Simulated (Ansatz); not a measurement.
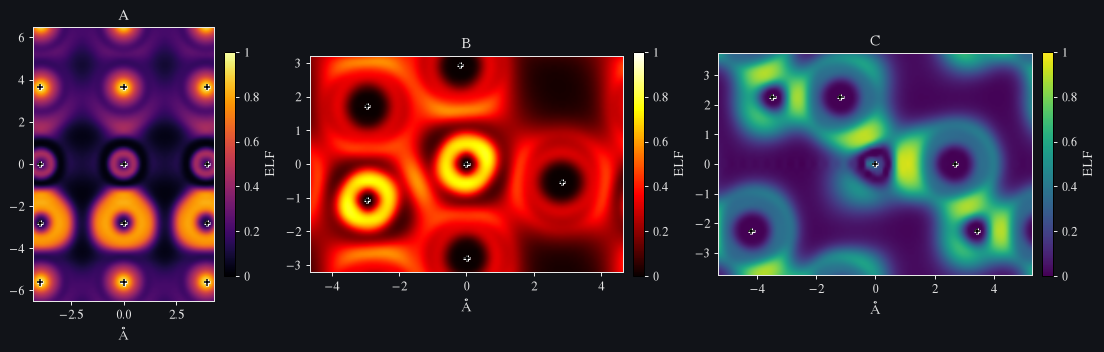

The electron localisation function of 3 systems, each on a plane through atoms (crosses mark nuclei in the plane).

Computed with DFT PBE, scalar-relativistic, plane waves, PAW in Ansatz.

System 1: Ta2Sn3, the (010) plane of the conventional cell. Space group C2/m; a generated structure, not necessarily the stable one.

```
Ta Sn
1.0
     8.61604    0.00000    0.07647
     0.00000    4.80406    0.00000
    -0.23875    0.00000    5.73331
Ta Sn
4 6
Cartesian
  1.3467 2.4020 3.4194
  5.6548 0.0000 3.4577
  2.7225 0.0000 2.3521
  7.0305 2.4020 2.3904
  -0.1194 0.0000 2.8667
  4.1886 2.4020 2.9049
  1.3760 2.4020 0.6231
  5.6840 0.0000 0.6613
  2.6933 0.0000 5.1485
  7.0013 2.4020 5.1867
```

System 2: AlB2Sb3, the (110) plane of the conventional cell. Space group P3m1; a generated structure, not necessarily the stable one.

```
CELL_PARAMETERS angstrom
3.92281 0.00000 0.00000
-1.96140 3.39725 0.00000
0.00000 0.00000 9.89961
ATOMIC_POSITIONS crystal
Al 0.00000 0.00000 0.00421
B 0.66667 0.33333 0.35012
B 0.33333 0.66667 0.65293
Sb 0.66667 0.33333 0.58140
Sb 0.00000 0.00000 0.27636
Sb 0.33333 0.66667 0.88497
```

System 3: MgCd2Se, the (010) plane of the conventional cell. Space group P4/nmm; a generated structure, not necessarily the stable one; changed on purpose from its base cell (volume × 1.03, shape and atoms relaxed).

```
CELL_PARAMETERS angstrom
3.95844 0.00000 0.00000
0.00000 3.95844 0.00000
0.00000 0.00000 12.26970
ATOMIC_POSITIONS crystal
Mg 0.00000 0.50000 0.88367
Mg 0.50000 0.00000 0.11633
Cd 0.00000 0.50000 0.34213
Cd 0.50000 0.00000 0.65787
Cd 0.50000 0.00000 0.41339
Cd 0.00000 0.50000 0.58661
Se 0.00000 0.50000 0.11125
Se 0.50000 0.00000 0.88875
```

Question: Which map belongs to which system?

Answer: Panel A is system 3, MgCd2Se: the plane holds Mg, Cd and Se. Mg–Se (2.79 Å): the ELF is about 0.75 at the midpoint. Panel B is system 1, Ta2Sn3: the plane holds Ta and Sn. Ta–Sn (2.80 Å): the ELF is about 0.40 at the midpoint. Panel C is system 2, AlB2Sb3: the plane holds Al, B and Sb. B–Sb (2.30 Å): the ELF peaks at about 0.85 in the valence shell of B, 0.8 Å from its nucleus, and is about 0.65 at the midpoint.
